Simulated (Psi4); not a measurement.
# GaH3SO2 (SMILES [OH][Ga]([OH])[SH]): a chain of runs, part 1 of 2

Aim: a series of 10 runs (PBE-D4/def2-SVP, PBE0-D4/def2-TZVP, PBE-D4/def2-TZVPP, r2SCAN-D4/def2-TZVPP, B3LYP-D4/def2-TZVPP, PBE0-D4/def2-TZVPP, wB97M-V/def2-TZVPP, CCSD(T)/def2-TZVPP, and more) of GaH3SO2. 

The calculation is run with Psi4 1.11.

**1. The system as given**

The species is GaH3SO2 (7 atoms), meant as a singlet with charge 0. As SMILES, `[OH][Ga]([OH])[SH]`. Geometry: a rough force-field guess. This is one conformer, not always the lowest. The run starts from this shape.

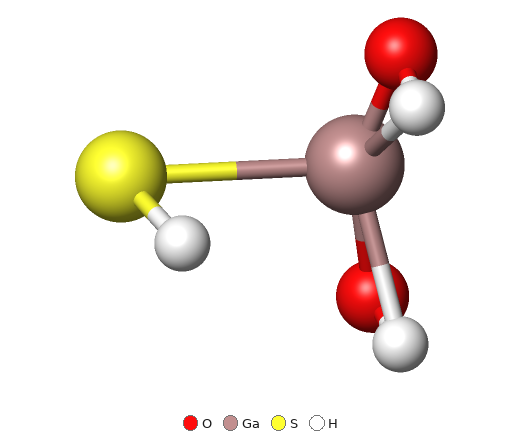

Viewed from a chosen angle; oxygen red, gallium pink, sulfur yellow, hydrogen white.

**2. A structure relaxation at PBE-D4/def2-SVP (density fitting) (run 1)**

Contents of calc.dat:

```
memory 4400 mb

molecule {
  0 1
  O     -1.191452    -1.237723    -0.531056
  Ga     0.067483    -0.520734     0.359305
  O      0.737833    -0.069877     1.619792
  S      1.442777     0.338376    -1.576642
  H     -1.774881    -0.400719    -0.370577
  H      0.180562     0.704696     1.622084
  H      0.485656     1.320396    -1.200479
  symmetry c1
}

set scf_type df
set geom_maxiter 60
set max_force_g_convergence 0.0005

energy_value, wavefunction = optimize('pbe-d4/def2-SVP', return_wfn=True)
```

Launch:

```sh
$ psi4 -i calc.dat -o calc.out -n 2
```

calc.out:

```text
Psi4 1.11 release

gradient() will perform analytic gradient computation.

   => Loading Basis Set <=

    Name: DEF2-SVP
    Role: ORBITAL
    Keyword: BASIS

   => PBE-D4(BJ,EEQ)ATM: Empirical Dispersion <=

        a1 =       0.385750
        a2 =       4.806885
       alp =      16.000000
        s6 =       1.000000
        s8 =       0.959481
        s9 =       1.000000
        ga =       3.000000
        gc =       2.000000
        wf =       6.000000

         ---------------------------------------------------------
                                   SCF
                              RKS Reference
                        2 Threads,   4196 MiB Core
         ---------------------------------------------------------

  ==> Geometry <==

    Molecular point group: c1
    Full point group: C1

    Geometry (in Angstrom), charge = 0, multiplicity = 1:

       Center              X                  Y                   Z               Mass
    ------------   -----------------  -----------------  -----------------  -----------------
         O           -1.503472026492    -0.911397748475    -0.470887629058    15.994914619570
         GA          -0.244537026492    -0.194408748475     0.419473370942    68.925573500000
         O            0.425812973508     0.256448251525     1.679960370942    15.994914619570
         S            1.130756973508     0.664701251525    -1.516473629058    31.972071174400
         H           -2.086901026492    -0.074393748475    -0.310408629058     1.007825032230
         H           -0.131458026492     1.031021251525     1.682252370942     1.007825032230
         H            0.173635973508     1.646721251525    -1.140310629058     1.007825032230

  Running in c1 symmetry.

  Rotational constants: A =      0.19579  B =      0.09381  C =      0.06530 [cm^-1]
  Rotational constants: A =   5869.54017  B =   2812.45267  C =   1957.65628 [MHz]
  Nuclear repulsion =  370.531466717226010

  Charge       = 0
  Multiplicity = 1
  Electrons    = 66
  Nalpha       = 33
  Nbeta        = 33

  ==> Algorithm <==

  SCF Algorithm Type is DF.
  DIIS enabled.
  MOM disabled.
  Fractional occupation disabled.
  Guess Type is SAD.
  Energy threshold   = 1.00e-08
  Density threshold  = 1.00e-08
  Integral threshold = 1.00e-12

  ==> Primary Basis <==

  Basis Set: DEF2-SVP
    Blend: DEF2-SVP
    Number of shells: 41
    Number of basis functions: 93
    Number of Cartesian functions: 99
    Spherical Harmonics?: true
    Max angular momentum: 2

  ==> DFT Potential <==

   => LibXC <=

    Version 7.1.2

   => Composite Functional: PBE-D4BJEEQATM <=

    PBE GGA Exchange-Correlation Functional

    Deriv               =              1
    GGA                 =           TRUE
    Meta                =          FALSE

    Exchange Hybrid     =          FALSE
    MP2 Hybrid          =          FALSE

   => Exchange Functionals <=

    1.0000     XC_GGA_X_PBE

   => Correlation Functionals <=

    1.0000     XC_GGA_C_PBE

   => LibXC Density Thresholds  <==

    XC_GGA_C_PBE:  1.00E-12
    XC_GGA_X_PBE:  1.00E-15

   => Molecular Quadrature <=

    Radial Scheme          =       TREUTLER
    Pruning Scheme         =           NONE
    Nuclear Scheme         =       TREUTLER

    Blocking Scheme        =         OCTREE
    BS radius alpha        =              1
    Pruning alpha          =              1
    Radial Points          =             75
    Spherical Points       =            302
    Total Points           =         151433
    Total Blocks           =           1216
    Max Points             =            256
    Max Functions          =             89
    Weights Tolerance      =       1.00E-15

   => Loading Basis Set <=

    Name: (DEF2-SVP AUX)
    Role: JKFIT
    Keyword: DF_BASIS_SCF

  ==> Integral Setup <==

  DFHelper Memory: AOs need 0.043 GiB; user supplied 2.774 GiB.
  SCF_SUBTYPE=INCORE selected. In-core MEM_DF algorithm will be used.
  Using in-core AOs.

  ==> MemDFJK: Density-Fitted J/K Matrices <==

    J tasked:                   Yes
    K tasked:                    No
    wK tasked:                   No
    Memory [MiB]:              2840
    Algorithm:                 Core
    Schwarz Cutoff:           1E-12
    Mask sparsity (%):       2.3587
    Fitting Condition:        1E-10

   => Auxiliary Basis Set <=

  Basis Set: (DEF2-SVP AUX)
    Blend: DEF2-UNIVERSAL-JKFIT
    Number of shells: 166
    Number of basis functions: 602
    Number of Cartesian functions: 772
    Spherical Harmonics?: true
    Max angular momentum: 5

  Cached 100.0% of DFT collocation blocks in 0.299 [GiB].

  Minimum eigenvalue in the overlap matrix is 7.6111407117E-03.
  Reciprocal condition number of the overlap matrix is 1.6701599114E-03.
    Using symmetric orthogonalization.

  ==> Pre-Iterations <==

  SCF Guess: Superposition of Atomic Densities via on-the-fly atomic UHF (no occupation information).

   -------------------------
    Irrep   Nso     Nmo
   -------------------------
     A         93      93
   -------------------------
    Total      93      93
   -------------------------

  ==> Iterations <==

                           Total Energy        Delta E     RMS |[F,P]|

   @DF-RKS iter SAD: -2471.37687640007243   -2.47138e+03   0.00000e+00
[... 9 lines left out ...]
   @DF-RKS iter  10: -2474.12533663030308   -1.43654e-05   1.21513e-05 DIIS
[... 42 lines left out ...]
    Two-Electron Energy =                1454.1354866356518869
[... 150 lines left out ...]
	Measures of convergence in internal coordinates in au.
[... 157 lines left out ...]
   @DF-RKS iter   5: -2474.20610777066759   -1.39548e-04   5.97201e-05 DIIS
[... 20 lines left out ...]
  @DF-RKS Final Energy: -2474.20612112349363
[... 26 lines left out ...]
 Dipole Z            :          3.4032319           -2.3438216            1.0594104
[... 222 lines left out ...]
   @DF-RKS iter   2: -2474.21550490912159    1.42604e-02   2.00049e-03 DIIS/ADIIS
[... 9 lines left out ...]
   @DF-RKS iter  12: -2474.23376310859112    9.09495e-13   6.97703e-10 DIIS
[... 23 lines left out ...]
    Total Energy =                      -2474.2337631085911198
[... 235 lines left out ...]
                           Total Energy        Delta E     RMS |[F,P]|
[... 10 lines left out ...]
   @DF-RKS iter   9: -2474.24819618188531   -7.88987e-10   9.09757e-08 DIIS
[... 23 lines left out ...]
    Empirical Dispersion Energy =          -0.0053890890805910
[... 124 lines left out ...]
	  Convergence Criteria              o    5.00e-04 *             o             o             o
[... 121 lines left out ...]
   @DF-RKS iter   7: -2474.25819351946438   -5.49179e-07   2.44100e-06 DIIS
[... 23 lines left out ...]
    Two-Electron Energy =                1440.0788561864942494
[... 119 lines left out ...]
	Measures of convergence in internal coordinates in au.
[... 126 lines left out ...]
   @DF-RKS iter   5: -2474.26379734031570   -3.84405e-05   2.51628e-05 DIIS
[... 23 lines left out ...]
    Nuclear Repulsion Energy =            353.3394649406795907
[... 67 lines left out ...]
    Weights Tolerance      =       1.00E-15
[... 178 lines left out ...]
   @DF-RKS iter   3: -2474.26581686258396   -1.66990e-03   2.13173e-04 DIIS/ADIIS
[... 20 lines left out ...]
  @DF-RKS Final Energy: -2474.26598554794418
[... 26 lines left out ...]
 Dipole Z            :          0.8124822           -0.6385947            0.1738875
[... 211 lines left out ...]
   @DF-RKS iter   2: -2474.26721857184020    6.19941e-05   5.02473e-04 DIIS/ADIIS
[... 9 lines left out ...]
  Energy and wave function converged.
[... 37 lines left out ...]
 Dipole X            :          0.0339656           -0.9768479           -0.9428823
[... 175 lines left out ...]
   @DF-RKS iter   0: -2474.28240060854478   -2.47428e+03   8.34760e-04
[... 9 lines left out ...]
   @DF-RKS iter  10: -2474.28441100584541   -4.09273e-12   2.76650e-09 DIIS
[... 23 lines left out ...]
    Total Energy =                      -2474.2844110058454135
[... 218 lines left out ...]
                           Total Energy        Delta E     RMS |[F,P]|
[... 10 lines left out ...]
   @DF-RKS iter   9: -2474.28445870941550   -2.27374e-12   6.81451e-09 DIIS
[... 23 lines left out ...]
    Total Energy =                      -2474.2844587094155031
[... 229 lines left out ...]
                           Total Energy        Delta E     RMS |[F,P]|
[... 10 lines left out ...]
   @DF-RKS iter   9: -2474.28451040224581   -3.18323e-12   8.02607e-09 DIIS
[... 23 lines left out ...]
    Total Energy =                      -2474.2845104022458145
[... 229 lines left out ...]
                           Total Energy        Delta E     RMS |[F,P]|
[... 10 lines left out ...]
   @DF-RKS iter   9: -2474.28452730740992   -3.63798e-12   7.72345e-09 DIIS
[... 23 lines left out ...]
    Total Energy =                      -2474.2845273074099168
[... 229 lines left out ...]
                           Total Energy        Delta E     RMS |[F,P]|
[... 10 lines left out ...]
   @DF-RKS iter   9: -2474.28452438403838   -4.54747e-12   4.75797e-09 DIIS
[... 23 lines left out ...]
    Total Energy =                      -2474.2845243840383773
[... 229 lines left out ...]
                           Total Energy        Delta E     RMS |[F,P]|
[... 10 lines left out ...]
   @DF-RKS iter   9: -2474.28453399258524   -9.09495e-13   3.29343e-09 DIIS
[... 42 lines left out ...]
    Total Energy =                      -2474.2845339925852386
[... 1 line left out ...]
Computation Completed

Properties will be evaluated at   0.000000,   0.000000,   0.000000 [a0]

Properties computed using the SCF density matrix

 Multipole Moments:

 ------------------------------------------------------------------------------------
     Multipole            Electronic (a.u.)      Nuclear  (a.u.)        Total (a.u.)
 ------------------------------------------------------------------------------------

 L = 1.  Multiply by 2.5417464519 to convert [e a0] to [Debye]
 Dipole X            :          0.0552669           -0.9185551           -0.8632882
 Dipole Y            :         -0.0994390           -0.3224977           -0.4219367
 Dipole Z            :          1.3174943           -0.9189065            0.3985878
 Magnitude           :                                                    1.0402736

 ------------------------------------------------------------------------------------

	total time  =          1 seconds =       0.02 minutes

         ------------------------------------------------------------
                                   SCF GRAD
         ------------------------------------------------------------

  ==> Geometry <==

    Molecular point group: c1
    Full point group: C1

    Geometry (in Angstrom), charge = 0, multiplicity = 1:

       Center              X                  Y                   Z               Mass
    ------------   -----------------  -----------------  -----------------  -----------------
         O           -1.765374004960    -0.730162361441    -0.429323728325    15.994914619570
         GA          -0.197769642308    -0.107476428198     0.212945813872    68.925573500000
         O            0.254521265558    -0.085322514116     1.955721601671    15.994914619570
         S            1.257471854129     0.674625950576    -1.239502445315    31.972071174400
         H           -2.356536085218    -1.065923855650     0.269346238961     1.007825032230
         H           -0.438735670933    -0.448873018529     2.535766307924     1.007825032230
         H            0.407324486942     0.405771534618    -2.271841016540     1.007825032230

  Nuclear repulsion =  359.405766484039702

   => Molecular Quadrature <=

    Radial Scheme          =       TREUTLER
    Pruning Scheme         =           NONE
    Nuclear Scheme         =       TREUTLER

    Blocking Scheme        =         OCTREE
    BS radius alpha        =              1
    Pruning alpha          =              1
    Radial Points          =             75
    Spherical Points       =            302
    Total Points           =         151751
    Total Blocks           =           1199
    Max Points             =            256
    Max Functions          =             90
    Weights Tolerance      =       1.00E-15

  -Total Gradient:
     Atom            X                  Y                   Z
    ------   -----------------  -----------------  -----------------
       1       -0.000097447936    -0.000019582653    -0.000069721048
       2        0.000177798508     0.000141627049    -0.000024264773
       3        0.000038729369     0.000000893969     0.000197884647
       4        0.000056196127    -0.000006833725    -0.000015724733
       5       -0.000005844259    -0.000033790445     0.000019033615
       6        0.000173944976     0.000063326533    -0.000060829345
       7        0.000002408038     0.000002083758     0.000001922624

	total time  =          1 seconds =       0.02 minutes

    			-----------------------------------------

    			 OPTKING 3.0: for geometry optimizations

    			        with contributions from

    			-----------------------------------------

	                            ===> Fragment 1 <==

	 Z (Atomic Numbers)          Masses                          Geom
	       8.000000            15.994915         -3.33607338 -1.37980689 -0.81130427
	      31.000000            68.925573         -0.37373046 -0.20310101  0.40240927
	       8.000000            15.994915          0.48097549 -0.16123618  3.69577820
	      16.000000            31.972071          2.37627741  1.27485828 -2.34232015
	       1.000000             1.007825         -4.45320781 -2.01430416  0.50899062
	       1.000000             1.007825         -0.82909026 -0.84824707  4.79190384
	       1.000000             1.007825          0.76973172  0.76679707 -4.29315732

	 - Coordinate -           - BOHR/RAD -       - ANG/DEG -
	 R(1,2)           =         3.410750           1.804891
	 R(1,5)           =         1.842215           0.974858
	 R(2,3)           =         3.402727           1.800646
[... 35 lines of this table left out ...]
	 D(6,2,4,7)       =        -3.143831        -180.128241

	        --- Internal Coordinate Step in ANG or DEG, aJ/ANG or AJ/DEG ---
	-------------------------------------------------------------------------------
	           Coordinate      Previous         Force          Change          New
	           ----------      --------        ------          ------        ------
	               R(1,2)       1.80489       -0.00116       -0.00040       1.80449
	               R(1,5)       0.97486        0.00003       -0.00002       0.97483
	               R(2,3)       1.80065       -0.00096       -0.00015       1.80050
[... 35 lines of this table left out ...]
	           D(6,2,4,7)    -180.12824        0.00000        0.02331    -180.10493
	-------------------------------------------------------------------------------

	                                 ==> Convergence Check <==

	Measures of convergence in internal coordinates in au.

	Criteria marked as inactive (o), active & met (*), and active & unmet ( ).

	----------------------------------------------------------------------------------------------
	   Step    Total Energy     Delta E     Max Force     RMS Force      Max Disp      RMS Disp
	----------------------------------------------------------------------------------------------
	  Convergence Criteria              o    5.00e-04 *             o             o             o
	----------------------------------------------------------------------------------------------
	    34   -2474.28453399   -9.61e-06 o    1.41e-04 *    4.22e-05 o    5.42e-03 o    2.05e-03 o  ~
	----------------------------------------------------------------------------------------------

Next Geometry in Ang
	Fragment 1 (Ang)

	    O  -1.7651754728  -0.7319397584  -0.4289989730
	   Ga  -0.1981010658  -0.1082237825   0.2124433025
	    O   0.2537808549  -0.0843254244   1.9551516799
	    S   1.2576916521   0.6746658511  -1.2392099198
	    H  -2.3573113871  -1.0645432103   0.2703239412
	    H  -0.4381927733  -0.4496586497   2.5357108859
	    H   0.4082103952   0.4066642815  -2.2723081444

    Final optimized geometry and variables:
    Molecular point group: c1
    Full point group: C1

    Geometry (in Angstrom), charge = 0, multiplicity = 1:

    O           -1.765374004960    -0.730162361441    -0.429323728325
    GA          -0.197769642308    -0.107476428198     0.212945813872
    O            0.254521265558    -0.085322514116     1.955721601671
    S            1.257471854129     0.674625950576    -1.239502445315
    H           -2.356536085218    -1.065923855650     0.269346238961
    H           -0.438735670933    -0.448873018529     2.535766307924
    H            0.407324486942     0.405771534618    -2.271841016540

    Psi4 run time: 0:01:18.51

[set-up sections that repeat, and orbital energies of the middle runs, are left out above]
```

Standard output:

```text
Optimizer: Optimization complete!
```

Run time: 80 s. Hardware: 2 threads of Intel Xeon 6975P-C (Granite Rapids), shared host; peak memory 0.68 GiB.

Steps, from the record of the run:

```
step  energy from the first frame kept (eV)  largest force (eV/Å)
   0                                 0.0000               15.6776
   2                                -2.9504                3.7424
   4                                -3.6152                0.6762
   6                                -3.8272                0.6756
   8                                -2.0517               10.7126
  10                                -3.8601                0.6804
  12                                -4.0719                0.5888
  14                                -4.2104                0.5343
  16                                -4.2634                0.4565
  18                                -4.2793                0.2722
  20                                -4.2918                0.1184
  22                                -4.2972                0.1340
  24                                -4.3061                0.1323
  26                                -4.3178                0.1973
  28                                -4.3286                0.0608
  30                                -4.3313                0.1072
  32                                -4.3317                0.0885
  33                                -4.3320                0.0118
```

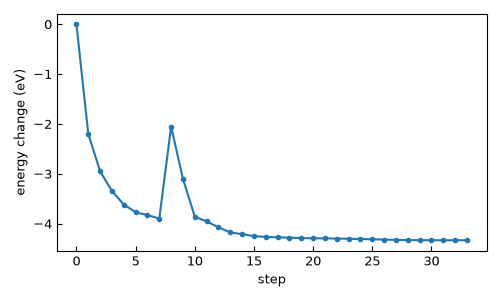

Energy along the run.

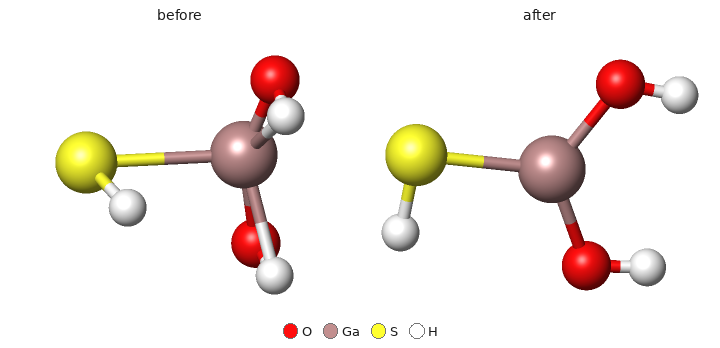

Before and after, at one scale.

After the run. Bond lengths: O1–Ga2 1.805 Å, Ga2–O3 1.801 Å, Ga2–S4 2.200 Å, O1–H5 0.975 Å, O3–H6 0.974 Å, S4–H7 1.364 Å. Angles: O1–Ga2–O3 124.5°, O1–Ga2–S4 117.5°, O3–Ga2–S4 117.9°, Ga2–O1–H5 113.0°, Ga2–O3–H6 113.1°, Ga2–S4–H7 91.0°.

(Continued in part 2 of 2.)
